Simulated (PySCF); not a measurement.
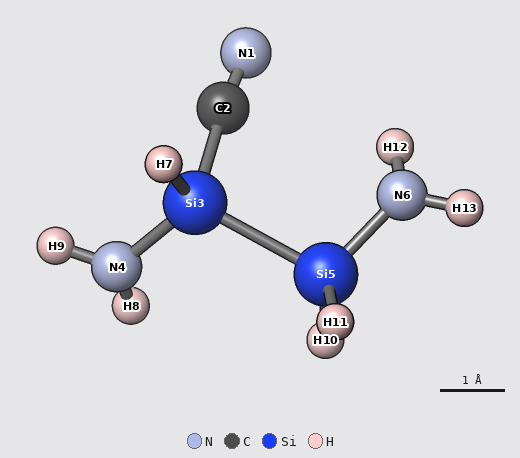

**Figure 1.** The structure as given in the input (ball-and-stick view, seen at a tilt; atoms are numbered from 1 in the order of the input). Bond lengths as drawn: C–N 1.16 Å, C–Si 1.89 Å, H–N 1.01 to 1.02 Å, H–Si 1.49 to 1.51 Å, N–Si 1.72 to 1.73 Å and Si–Si 2.34 Å.

## CH$_{7}$N$_{3}$Si$_{2}$: one change and its effect

System: CH$_{7}$N$_{3}$Si$_{2}$.
Method of the first run: GIAO PBE0/STO-3G NMR shielding, non-relativistic, gas phase (PySCF 2.14.0).

The geometry comes from this level: PBE0-D3(BJ)/def2-SVP. Text and figures count atoms from 1; the logs count them from 0 in places.

Input file, the first run:
```
{"job": {"kind": "nmr", "xc": "PBE0", "basis": "STO-3G", "pop": true}, "charge": 0, "multiplicity": 1}
N     -1.854668     1.443749     2.126957
C     -1.539947     0.629691     1.360662
Si    -0.881433    -0.617749     0.108470
N     -1.543378    -0.440860    -1.469820
Si     1.415190    -0.145805     0.134526
N      1.745724     0.380872     1.745731
H     -1.288549    -1.938358     0.662307
H     -1.234259     0.327979    -2.054139
H     -2.514667    -0.669526    -1.651151
H      1.668041     0.832874    -0.982986
H      2.231088    -1.360363    -0.167545
H      1.105422     1.024181     2.200796
H      2.696892     0.516812     2.067831
```

The first line tells a small driver script what to run in PySCF; the rest is the geometry in Å.

Launched with:
```bash
OMP_NUM_THREADS=1 python <driver script> task.json out
```

Hardware: 1 CPU thread, shared host.

Output (the first run):
```
coarse grid: 11864 points
cycle   1  E = -775.6482976063  dE =  3.616e-01  |g| = 6.785e-01  |ddm| = 4.560e+00
cycle   2  E = -775.4771559155  dE =  1.711e-01  |g| = 1.073e+00  |ddm| = 1.989e+00
cycle   3  E = -775.7680595397  dE = -2.909e-01  |g| = 3.040e-01  |ddm| = 1.320e+00
cycle   4  E = -775.7920035592  dE = -2.394e-02  |g| = 2.954e-02  |ddm| = 3.214e-01
cycle   5  E = -775.7922675443  dE = -2.640e-04  |g| = 3.852e-03  |ddm| = 4.532e-02
cycle   6  E = -775.7922730286  dE = -5.484e-06  |g| = 1.571e-03  |ddm| = 9.642e-03
final grid: 105640 points
cycle   7  E = -775.7571209249  dE = -7.922e-06  |g| = 4.478e-03  |ddm| = 1.465e-02
cycle   8  E = -775.7571205051  dE =  4.197e-07  |g| = 4.755e-03  |ddm| = 1.260e-02
cycle   9  E = -775.7571265243  dE = -6.019e-06  |g| = 1.650e-03  |ddm| = 6.714e-03
cycle  10  E = -775.7571272132  dE = -6.889e-07  |g| = 4.583e-05  |ddm| = 1.509e-03
cycle  11  E = -775.7571272140  dE = -8.049e-10  |g| = 2.481e-05  |ddm| = 1.341e-04
converged SCF energy = -775.7571272140

GIAO shielding tensors (ppm)
atom      isotropic    diamagn.    paramagn.     s11        s22        s33       span
  0 N       33.618     322.577    -288.959   -107.092   -104.370    312.315    419.407
  1 C      130.897     268.458    -137.561     48.921     54.595    289.174    240.253
  2 Si     561.280     869.401    -308.121    522.535    548.208    613.098     90.563
  3 N      331.482     311.842      19.640    293.161    308.149    393.137     99.976
  4 Si     568.323     869.814    -301.491    530.239    541.922    632.809    102.569
  5 N      339.190     312.123      27.067    294.333    305.525    417.711    123.378
  6 H       29.711      30.631      -0.920     25.766     27.138     36.229     10.463
  7 H       33.775      31.458       2.318     23.991     31.651     45.683     21.692
  8 H       33.606      29.787       3.819     24.100     29.522     47.196     23.097
  9 H       30.151      32.525      -2.374     25.917     28.106     36.430     10.513
 10 H       30.135      30.983      -0.848     26.021     27.331     37.051     11.030
 11 H       33.856      31.984       1.872     23.110     31.971     46.488     23.378
 12 H       34.304      30.012       4.292     24.090     30.091     48.731     24.641
```

The input of the second run differs as follows (lines with − go, lines with + come):
```diff
-"basis": "STO-3G"
+"basis": "6-311+G(2d,p)"
```

How does the second run compare with the first run?

The total energy of the second run is 5929.4 kcal/mol lower, which measures the change of basis and not a stability. The HOMO goes from −3.82 to −7.58 eV. The LUMO goes from 4.36 to −1.10 eV. The dipole moment goes from 2.94 to 3.00 D. Of all shieldings, the largest change is that of Si5, by −166.4 ppm. Diffuse functions give room to the loosely bound empty orbitals, which lowers the LUMO. The SCF takes 14 iterations against 11. The basis functions go from 45 to 220.

Output (the second run):
```
coarse grid: 11864 points
cycle   1  E = -785.1285829018  dE =  3.557e-01  |g| = 6.280e-01  |ddm| = 3.010e+00
cycle   2  E = -784.9720071172  dE =  1.566e-01  |g| = 1.047e+00  |ddm| = 1.104e+00
cycle   3  E = -785.2012376783  dE = -2.292e-01  |g| = 2.328e-01  |ddm| = 7.398e-01
cycle   4  E = -785.2114288824  dE = -1.019e-02  |g| = 8.002e-02  |ddm| = 1.720e-01
cycle   5  E = -785.2127796915  dE = -1.351e-03  |g| = 1.307e-02  |ddm| = 5.844e-02
cycle   6  E = -785.2128172472  dE = -3.756e-05  |g| = 2.707e-03  |ddm| = 1.292e-02
cycle   7  E = -785.2128189413  dE = -1.694e-06  |g| = 6.791e-04  |ddm| = 3.441e-03
final grid: 105640 points
cycle   8  E = -785.2062230117  dE = -3.060e-05  |g| = 7.682e-03  |ddm| = 3.359e-02
cycle   9  E = -785.2062098990  dE =  1.311e-05  |g| = 1.107e-02  |ddm| = 1.162e-02
cycle  10  E = -785.2062344579  dE = -2.456e-05  |g| = 1.500e-03  |ddm| = 6.939e-03
cycle  11  E = -785.2062348961  dE = -4.382e-07  |g| = 5.783e-04  |ddm| = 1.159e-03
cycle  12  E = -785.2062349640  dE = -6.790e-08  |g| = 1.417e-04  |ddm| = 4.160e-04
cycle  13  E = -785.2062349690  dE = -4.949e-09  |g| = 1.747e-05  |ddm| = 1.473e-04
cycle  14  E = -785.2062349691  dE = -9.641e-11  |g| = 3.904e-06  |ddm| = 2.847e-05
converged SCF energy = -785.2062349691

GIAO shielding tensors (ppm)
atom      isotropic    diamagn.    paramagn.     s11        s22        s33       span
  0 N      -81.172     322.656    -403.829   -268.985   -253.539    279.008    547.993
  1 C       58.309     266.769    -208.461    -58.105    -54.685    287.716    345.821
  2 Si     403.738     879.724    -475.986    358.638    379.176    473.400    114.762
  3 N      251.924     318.913     -66.989    232.440    257.113    266.219     33.778
  4 Si     401.924     879.596    -477.672    349.225    384.468    472.079    122.853
  5 N      262.983     320.036     -57.053    236.498    253.298    299.154     62.657
  6 H       26.363      28.208      -1.844     23.555     25.055     30.480      6.926
  7 H       31.273      32.454      -1.182     24.340     28.582     40.897     16.557
  8 H       31.053      29.895       1.158     24.139     27.133     41.888     17.750
  9 H       26.250      29.567      -3.316     22.788     24.740     31.223      8.434
 10 H       26.398      28.793      -2.395     23.604     24.896     30.693      7.089
 11 H       31.065      33.214      -2.149     22.992     28.823     41.380     18.388
 12 H       31.605      30.454       1.150     24.033     27.577     43.204     19.171
```

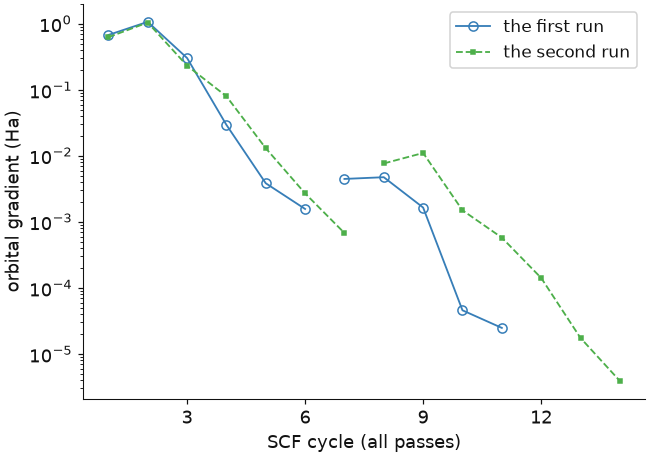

**Figure 2.** Convergence of the two runs: orbital gradient against the SCF cycle. A break in a curve parts two SCF passes (coarse and final grid). The first run takes 11 cycles in all, and the second run takes 14.

The two runs side by side:

| quantity | the first run | the second run |
| --- | --- | --- |
| outcome | converged | converged |
| total energy (hartree) | −775.757127 | −785.206235 |
| HOMO (eV) | −3.82 | −7.58 |
| LUMO (eV) | 4.36 | −1.10 |
| dipole moment (D) | 2.94 | 3.00 |
| shielding of N1 (ppm) | 33.6 | −81.2 |
| shielding of C2 (ppm) | 130.9 | 58.3 |
| shielding of Si3 (ppm) | 561.3 | 403.7 |
| shielding of N4 (ppm) | 331.5 | 251.9 |
| shielding of Si5 (ppm) | 568.3 | 401.9 |
| shielding of N6 (ppm) | 339.2 | 263.0 |
| shielding of H10 (ppm) | 30.2 | 26.3 |
| SCF iterations | 11 | 14 |
| basis functions | 45 | 220 |
| wall time (shared host) | 5.8 s | 42 s |
